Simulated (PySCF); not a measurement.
# 2,2,2-Trifluoroethylamine (C2H4F3N): NMR shifts at several levels of theory, part 2 of 2

PySCF 2.14.0. Atoms count from 0.

## 6. Shielding tensors: BLYP/pcSseg-2

What the job is given:

```
{"job": {"kind": "nmr", "xc": "BLYP", "basis": "pcSseg-2", "pop": false}, "charge": 0, "multiplicity": 1}
N     -1.355642    -0.055931    -0.334489
C     -0.097913     0.558847    -0.006103
C      0.914043    -0.487986     0.398398
F      1.067276    -1.401880    -0.571694
F      2.108246     0.076368     0.611160
F      0.568503    -1.135392     1.506794
H     -2.081834     0.643135    -0.455559
H     -1.285478    -0.578509    -1.204332
H      0.384264     1.157774    -0.806403
H     -0.221467     1.223574     0.862224
```

Level: GIAO BLYP/pcSseg-2 NMR shielding, non-relativistic, gas phase.

Log:

```text
coarse grid: 8976 points
cycle   1  E = -432.8652376961  dE =  8.187e-01  |g| = 1.019e+00  |ddm| = 2.059e+00
cycle   2  E = -432.4356269369  dE =  4.296e-01  |g| = 1.952e+00  |ddm| = 1.469e+00
cycle   3  E = -433.0275628876  dE = -5.919e-01  |g| = 1.038e-01  |ddm| = 9.994e-01
cycle   4  E = -433.0290137674  dE = -1.451e-03  |g| = 6.574e-02  |ddm| = 1.189e-01
cycle   5  E = -433.0299199858  dE = -9.062e-04  |g| = 1.348e-02  |ddm| = 4.880e-02
cycle   6  E = -433.0299460612  dE = -2.608e-05  |g| = 5.997e-03  |ddm| = 8.932e-03
cycle   7  E = -433.0299514111  dE = -5.350e-06  |g| = 9.933e-04  |ddm| = 3.227e-03
final grid: 89712 points
cycle   8  E = -433.0251532330  dE = -1.167e-04  |g| = 1.070e-02  |ddm| = 4.380e-02
cycle   9  E = -433.0251035374  dE =  4.970e-05  |g| = 2.003e-02  |ddm| = 1.541e-02
cycle  10  E = -433.0251729516  dE = -6.941e-05  |g| = 1.106e-03  |ddm| = 1.056e-02
cycle  11  E = -433.0251731118  dE = -1.603e-07  |g| = 5.361e-04  |ddm| = 8.749e-04
cycle  12  E = -433.0251731641  dE = -5.231e-08  |g| = 1.224e-04  |ddm| = 3.497e-04
cycle  13  E = -433.0251731657  dE = -1.561e-09  |g| = 5.902e-05  |ddm| = 7.606e-05
cycle  14  E = -433.0251731663  dE = -5.792e-10  |g| = 5.659e-06  |ddm| = 3.544e-05
converged SCF energy = -433.0251731663

GIAO shielding tensors (ppm)
atom      isotropic    diamagn.    paramagn.     s11        s22        s33       span
  0 N      228.962     309.148     -80.186    192.235    242.249    252.403     60.168
  1 C      122.806     241.546    -118.740    103.975    121.536    142.907     38.931
  2 C       33.377     237.313    -203.936     31.179     32.569     36.383      5.205
  3 F      250.365     471.573    -221.208    156.719    258.945    335.430    178.712
  4 F      240.372     469.146    -228.774    152.438    238.271    330.407    177.969
  5 F      248.322     469.275    -220.953    160.732    252.828    331.404    170.672
  6 H       30.734      30.439       0.295     23.795     27.881     40.526     16.731
  7 H       30.792      31.207      -0.415     23.500     29.736     39.140     15.640
  8 H       27.722      30.444      -2.722     22.850     27.829     32.487      9.637
  9 H       28.298      30.254      -1.955     24.919     28.112     31.864      6.945
```

Wall time 39 s (1 thread, shared host).

Key values: δ C2 141.6, C1 52.2, N0 28.6, F3 -103.2, H8 3.37, H6 0.61 ppm (means over like atoms).

## 7. Shielding tensors: BP86/pcSseg-2

Settings changed since step 6:

```diff
@@ -1,2 +1,2 @@
-{"job": {"kind": "nmr", "xc": "BLYP", "basis": "pcSseg-2", "pop": false}, "charge": 0, "multiplicity": 1}
+{"job": {"kind": "nmr", "xc": "BP86", "basis": "pcSseg-2", "pop": false}, "charge": 0, "multiplicity": 1}
 N     -1.355642    -0.055931    -0.334489
```

Method: GIAO BP86/pcSseg-2 NMR shielding, non-relativistic, gas phase.

Log:

```text
coarse grid: 8976 points
cycle   1  E = -432.9550013981  dE =  8.148e-01  |g| = 9.596e-01  |ddm| = 2.081e+00
cycle   2  E = -432.5972537056  dE =  3.577e-01  |g| = 1.803e+00  |ddm| = 1.282e+00
cycle   3  E = -433.1003771829  dE = -5.031e-01  |g| = 9.904e-02  |ddm| = 8.480e-01
cycle   4  E = -433.1018433613  dE = -1.466e-03  |g| = 5.837e-02  |ddm| = 1.096e-01
cycle   5  E = -433.1025465923  dE = -7.032e-04  |g| = 1.258e-02  |ddm| = 4.098e-02
cycle   6  E = -433.1025710366  dE = -2.444e-05  |g| = 5.179e-03  |ddm| = 8.277e-03
cycle   7  E = -433.1025750668  dE = -4.030e-06  |g| = 9.499e-04  |ddm| = 2.727e-03
final grid: 89712 points
cycle   8  E = -433.0962805281  dE = -1.326e-04  |g| = 5.765e-03  |ddm| = 4.405e-02
cycle   9  E = -433.0962681997  dE =  1.233e-05  |g| = 9.523e-03  |ddm| = 9.289e-03
cycle  10  E = -433.0962872183  dE = -1.902e-05  |g| = 1.174e-03  |ddm| = 6.246e-03
cycle  11  E = -433.0962874111  dE = -1.928e-07  |g| = 4.678e-04  |ddm| = 9.326e-04
cycle  12  E = -433.0962874470  dE = -3.581e-08  |g| = 1.001e-04  |ddm| = 2.871e-04
cycle  13  E = -433.0962874483  dE = -1.359e-09  |g| = 4.213e-05  |ddm| = 6.766e-05
cycle  14  E = -433.0962874486  dE = -2.574e-10  |g| = 9.897e-06  |ddm| = 2.404e-05
converged SCF energy = -433.0962874486

GIAO shielding tensors (ppm)
atom      isotropic    diamagn.    paramagn.     s11        s22        s33       span
  0 N      234.273     310.634     -76.361    198.199    245.260    259.361     61.161
  1 C      128.095     243.654    -115.558    109.218    127.058    148.010     38.792
  2 C       38.562     239.490    -200.928     36.273     37.733     41.681      5.408
  3 F      251.184     470.181    -218.997    159.768    260.676    333.109    173.342
  4 F      242.213     467.790    -225.577    156.399    241.909    328.332    171.933
  5 F      249.687     467.919    -218.232    164.219    255.373    329.469    165.250
  6 H       30.687      30.256       0.431     23.590     27.649     40.820     17.230
  7 H       30.727      31.154      -0.426     23.300     29.495     39.387     16.087
  8 H       27.658      30.366      -2.708     22.731     27.677     32.566      9.835
  9 H       28.187      30.112      -1.926     24.728     27.906     31.926      7.197
```

It took 40 s on 1 thread, shared host.

This run: δ C2 140.6, C1 51.1, N0 25.0, F3 -103.7, H8 3.31, H6 0.53 ppm (means over like atoms).

## 8. Nuclear shieldings: OPBE/pcSseg-2

Settings changed since step 7:

```diff
@@ -1,2 +1,2 @@
-{"job": {"kind": "nmr", "xc": "BP86", "basis": "pcSseg-2", "pop": false}, "charge": 0, "multiplicity": 1}
+{"job": {"kind": "nmr", "xc": "OPBE", "basis": "pcSseg-2", "pop": false}, "charge": 0, "multiplicity": 1}
 N     -1.355642    -0.055931    -0.334489
```

Level: GIAO OPBE/pcSseg-2 NMR shielding, non-relativistic, gas phase.

Log:

```text
coarse grid: 8976 points
cycle   1  E = -432.7436351614  dE =  8.011e-01  |g| = 9.418e-01  |ddm| = 2.077e+00
cycle   2  E = -432.4371359164  dE =  3.065e-01  |g| = 1.691e+00  |ddm| = 1.327e+00
cycle   3  E = -432.8839239709  dE = -4.468e-01  |g| = 9.551e-02  |ddm| = 8.557e-01
cycle   4  E = -432.8853653293  dE = -1.441e-03  |g| = 5.530e-02  |ddm| = 1.222e-01
cycle   5  E = -432.8860088468  dE = -6.435e-04  |g| = 1.208e-02  |ddm| = 4.396e-02
cycle   6  E = -432.8860323365  dE = -2.349e-05  |g| = 4.660e-03  |ddm| = 8.769e-03
cycle   7  E = -432.8860356392  dE = -3.303e-06  |g| = 1.188e-03  |ddm| = 2.913e-03
final grid: 89712 points
cycle   8  E = -432.8766763527  dE = -3.014e-04  |g| = 1.994e-02  |ddm| = 7.326e-02
cycle   9  E = -432.8766194825  dE =  5.687e-05  |g| = 2.760e-02  |ddm| = 2.633e-02
cycle  10  E = -432.8767303156  dE = -1.108e-04  |g| = 3.538e-03  |ddm| = 1.574e-02
cycle  11  E = -432.8767325132  dE = -2.198e-06  |g| = 7.519e-04  |ddm| = 2.445e-03
cycle  12  E = -432.8767326112  dE = -9.800e-08  |g| = 2.406e-04  |ddm| = 6.718e-04
cycle  13  E = -432.8767326195  dE = -8.346e-09  |g| = 9.067e-05  |ddm| = 1.572e-04
cycle  14  E = -432.8767326207  dE = -1.158e-09  |g| = 2.692e-05  |ddm| = 6.248e-05
cycle  15  E = -432.8767326208  dE = -1.257e-10  |g| = 6.653e-06  |ddm| = 2.065e-05
converged SCF energy = -432.8767326208

GIAO shielding tensors (ppm)
atom      isotropic    diamagn.    paramagn.     s11        s22        s33       span
  0 N      239.226     313.486     -74.260    203.837    250.384    263.455     59.618
  1 C      135.610     247.788    -112.178    117.291    134.168    155.370     38.079
  2 C       48.944     241.056    -192.112     46.286     48.210     52.335      6.049
  3 F      259.257     471.324    -212.067    170.787    268.319    338.663    167.876
  4 F      250.344     468.335    -217.991    167.305    249.986    333.741    166.435
  5 F      257.273     469.095    -211.822    174.455    262.880    334.483    160.029
  6 H       30.718      29.931       0.787     23.456     27.501     41.196     17.740
  7 H       30.724      31.342      -0.618     23.148     29.323     39.702     16.554
  8 H       27.696      30.626      -2.929     22.686     27.604     32.798     10.112
  9 H       28.214      30.533      -2.319     24.657     27.827     32.159      7.502
```

Run time: 40 s. Hardware: 1 thread, shared host.

This run: δ C2 135.5, C1 48.8, N0 23.6, F3 -100.5, H8 3.24, H6 0.48 ppm (means over like atoms).

## 9. Side by side: NMR shifts

Shifts (ppm), means over like atoms, with basis size and wall time (the measured row can stand on another reference than the computed rows):

| run | C2 | C1 | H8 | H6 | N0 | F3 | functions | time |
| --- | --- | --- | --- | --- | --- | --- | --- | --- |
| HF/pcSseg-2 | 117.3 | 44.3 | 2.86 | 0.85 | 11.8 | -58.4 | 272 | 15 s |
| LDA/pcSseg-2 | 145.0 | 51.7 | 3.40 | 0.54 | 26.6 | -103.5 | 272 | 31 s |
| PBE/pcSseg-2 | 140.8 | 51.0 | 3.33 | 0.53 | 26.3 | -103.7 | 272 | 39 s |
| BLYP/pcSseg-2 | 141.6 | 52.2 | 3.37 | 0.61 | 28.6 | -103.2 | 272 | 39 s |
| BP86/pcSseg-2 | 140.6 | 51.1 | 3.31 | 0.53 | 25.0 | -103.7 | 272 | 40 s |
| OPBE/pcSseg-2 | 135.5 | 48.8 | 3.24 | 0.48 | 23.6 | -100.5 | 272 | 40 s |
| measured | – | – | – | – | – | -76.2 | – | – |

Measured: G. Saielli, R. Bini, A. Bagno, Computational 19F NMR. 2. Organic compounds, RSC Adv. 2014, ESI (exp. from Berger-Braun-Kalinowski 1994 and Everett 1995).

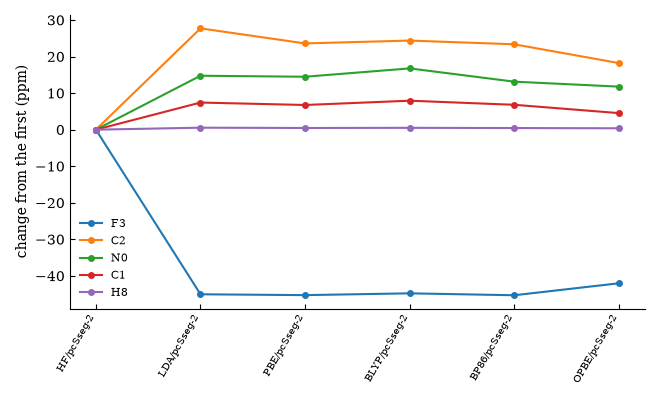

How five of the tabulated atoms move from run to run.

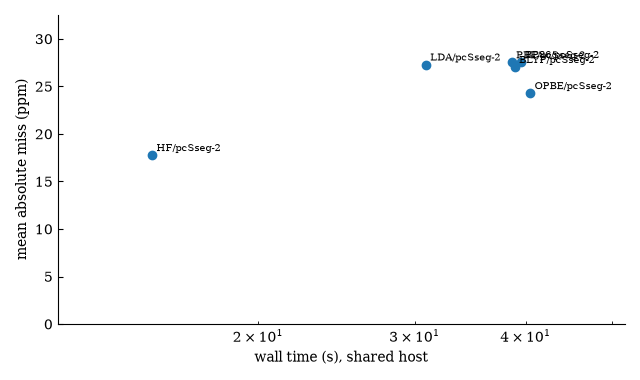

Cost against miss for the one measured 19F shift.

## 10. Outcome

What follows sums up all 2 parts.

| quantity | value |
| --- | --- |
| point group | C1 |
| rotational constants (main isotopes) | 5.33, 2.83, 2.79 GHz |
| 13C shifts against TMS (HF/pcSseg-2) | 117.3, 44.3 ppm |
| 1H shifts against TMS (HF/pcSseg-2, means over atoms taken as alike) | 2.86, 0.85 ppm |
| 15N shifts against NH3 (HF/pcSseg-2) | 11.8 ppm |
| 19F shifts against CFCl3 (HF/pcSseg-2, means over atoms taken as alike) | -58.4 ppm |
| measured, and computed on the same scale | F3 δ -76.2, -58.4 ppm |
| range of the shift of F3 | -103.7 to -58.4 ppm |

Single values in the summary come from the first run of each kind that ended normally (HF/pcSseg-2), which need not be the best level. The optimisation took 7 steps and gained 0.202 eV; among the close pairs (by a distance rule), N0–C1 changed most, from 1.480 to 1.438 Å. No frequency check was run at this level, so the end point may be a saddle. The most deshielded hydrogen is H8, H9 (mean) (hydrogen on an sp3 CH2 bonded to N), at 2.86 ppm: its carbon carries N, hence the downfield position. At HF/pcSseg-2: The widest tensor belongs to F3, F4, F5: span 167 ppm, with a paramagnetic part of -164 ppm. The one measured 19F shift is missed by +17.8 ppm (computed less measured, unscaled). Vibration, temperature and solvent are missing from the calculation, and it holds one conformer, so part of the miss against the measured shifts is not the functional's. In ppm, F3 (with its like atoms) moves most: its shift spreads over 45.3 ppm, from -103.7 (BP86/pcSseg-2) to -58.4 (HF/pcSseg-2). For the one measured 19F shift, HF/pcSseg-2 misses least (17.8 ppm, 15 s) and BP86/pcSseg-2 most (27.5 ppm, 40 s). One molecule ranks no method: errors cancel, and vibration and temperature are missing from all runs.
